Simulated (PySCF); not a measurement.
# Kr³¹⁺: dipole response in even-tempered 17s11p6d5f4g

Aim: the static polarisability and the C₆ coefficient of Kr³¹⁺, method by method.

Method: unrestricted determinants in a Gaussian basis, no spin-orbit coupling in the energies. Code: PySCF 2.14.0.

## (1) The system

* Element: krypton (Z = 36)
* Basis: an uncontracted even-tempered set (17 s from 9.3 bohr⁻², ratio 2.2; 11 p from 12 bohr⁻², ratio 2.2; 6 d from 49 bohr⁻², ratio 2.4; 5 f from 73 bohr⁻², ratio 2.4; 4 g from 110 bohr⁻², ratio 2.4)
* Hamiltonian: no relativity, point nucleus
* State 1: Kr³¹⁺: [He] 2s2 2p1, 2P determinant
* Methods: UHF, PBE0

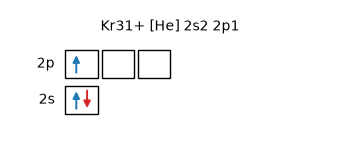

The shells outside the core, filled by Hund's rule for the drawing.

One driver process ran all states and methods and kept the integrals in memory. Each run is shown as a PySCF script that sums up its settings (the driver passes frozen orbitals as a list and adds second-order terms of double hybrids); the logs are those of the runs themselves. The driver starts from symmetry-adapted Hartree-Fock orbitals, holds the occupation by maximum overlap and uses a logarithmic radial grid for functionals, so a plain start would take other cycles.

The integrals over 151 functions and the set-up took 0.99 s of CPU time.

## (2) Kr³¹⁺

Level: UHF.

Input file input.py:

```python
from pyscf import gto, scf, dft, mp, cc
mol = gto.M(atom="Kr 0 0 0", charge=31, spin=1, symmetry="D2h",
            basis=gto.etbs([(0, 17, 9.3, 2.2), (1, 11, 12, 2.2), (2, 6, 49, 2.4), (3, 5, 73, 2.4), (4, 4, 110, 2.4)]))
mf = scf.UHF(mol)
mf.irrep_nelec = {'Ag': (2, 2), 'B2u': (1, 0)}
mf.kernel()
```

The log of the run:

```text
damping factor = 0
level_shift factor = 0
DIIS = <class 'pyscf.scf.diis.CDIIS'>
diis_start_cycle = 1
diis_space = 10
diis_damp = 0
SCF conv_tol = 1e-09
SCF conv_tol_grad = None
number electrons alpha = 3  beta = 2
cycle= 1 E= -1699.68246765314  delta_E= -0.00429  |g|= 0.0326  |ddm|= 0.00596
cycle= 2 E= -1699.68247588309  delta_E= -8.23e-06  |g|= 0.00149  |ddm|= 0.000304
cycle= 3 E= -1699.68247590123  delta_E= -1.81e-08  |g|= 6.24e-06  |ddm|= 1.54e-05
cycle= 4 E= -1699.68247590123  delta_E= -2.27e-13  |g|= 5.82e-08  |ddm|= 5.47e-08
converged SCF energy = -1699.68247590123  <S^2> = 0.75007839  2S+1 = 2.0000784
```

CPU time 35 s on a shared host, the integrals not counted.

Orbital energies by shell (radii are means over both spins):

| shell | electrons | mean orbital energy (eV) | spread (eV) | rms radius (bohr) |
| --- | --- | --- | --- | --- |
| 1s α | 1 | -16445.2 | 0 | 0.0488 |
| 1s β | 1 | -16430.6 | 0 | 0.0488 |
| 2s α | 1 | -3762.1 | 0 | 0.190 |
| 2s β | 1 | -3734.1 | 0 | 0.190 |
| 2p α | 1 | -3686.1 | 0 | 0.163 |

⟨S²⟩ = 0.750, ⟨L²⟩ = 2.00.

The driver then solved the coupled dipole response at imaginary frequencies: mean α = 0.005460 bohr³ (xx, yy, zz: 0.006026, 0.004327, 0.006026), C₆ = 0.0001069 au for a like pair.

Spin-orbit coupling, absent here, splits the open shell strongly.

Level: PBE0.

input.py, as changed from the run before:

```diff
@@ -3,3 +3,3 @@
             basis=gto.etbs([(0, 17, 9.3, 2.2), (1, 11, 12, 2.2), (2, 6, 49, 2.4), (3, 5, 73, 2.4), (4, 4, 110, 2.4)]))
-mf = scf.UHF(mol)
+mf = dft.UKS(mol, xc="PBE0")
 mf.irrep_nelec = {'Ag': (2, 2), 'B2u': (1, 0)}
```

The log of the run:

```text
damping factor = 0
level_shift factor = 0
DIIS = <class 'pyscf.scf.diis.CDIIS'>
diis_start_cycle = 1
diis_space = 10
diis_damp = 0
SCF conv_tol = 1e-09
SCF conv_tol_grad = None
number electrons alpha = 3  beta = 2
XC functionals = PBE0
    C. Adamo and V. Barone.,  J. Chem. Phys. 110, 6158 (1999)
    M. Ernzerhof and G. E. Scuseria.,  J. Chem. Phys. 110, 5029 (1999)
cycle= 1 E= -1699.63479030476  delta_E= -0.004  |g|= 0.0156  |ddm|= 0.00999
cycle= 2 E= -1699.63479184458  delta_E= -1.54e-06  |g|= 0.000385  |ddm|= 0.000137
cycle= 3 E= -1699.63479184566  delta_E= -1.08e-09  |g|= 2.23e-06  |ddm|= 3.75e-06
cycle= 4 E= -1699.63479184566  delta_E= -1.36e-12  |g|= 2.98e-08  |ddm|= 2.17e-08
converged SCF energy = -1699.63479184566  <S^2> = 0.75004052  2S+1 = 2.0000405
```

CPU time 36 s on a shared host, the integrals not counted.

The driver then solved the coupled dipole response at imaginary frequencies: mean α = 0.005280 bohr³ (xx, yy, zz: 0.005862, 0.004116, 0.005862), C₆ = 0.0001016 au for a like pair.

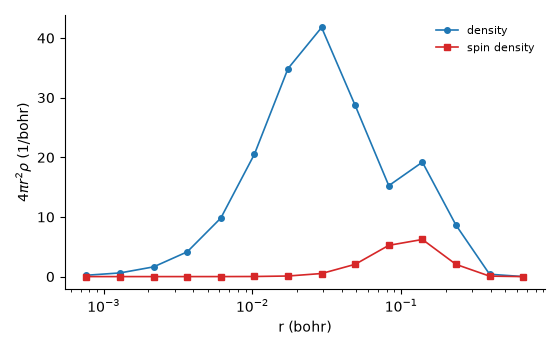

Radial density 4πr²ρ of Kr³¹⁺ at UHF, at 14 stored radii joined by straight lines.

## (3) Polarisabilities and C₆

Kr³¹⁺, in atomic units:

| method | mean α | C₆ (like pair) | S(−4) |
| --- | --- | --- | --- |
| UHF | 0.005460 | 0.0001069 | 0.0003148 |
| PBE0 | 0.005280 | 0.0001016 | 0.0002884 |

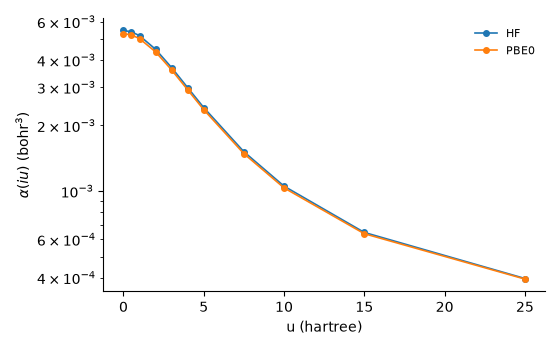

α(iu) of Kr³¹⁺, the polarisability at imaginary frequency, on a logarithmic scale.

## (4) What came out

| quantity | value |
| --- | --- |
| α of Kr³¹⁺ | 0.005280 (PBE0) to 0.005460 (UHF) bohr³ |

What this shows: A single London oscillator with the computed α and C₆ of Kr³¹⁺ at UHF would have ω = 4 C₆ / (3 α²) = 4.78 hartree. The basis is finite, and no extrapolation was made.
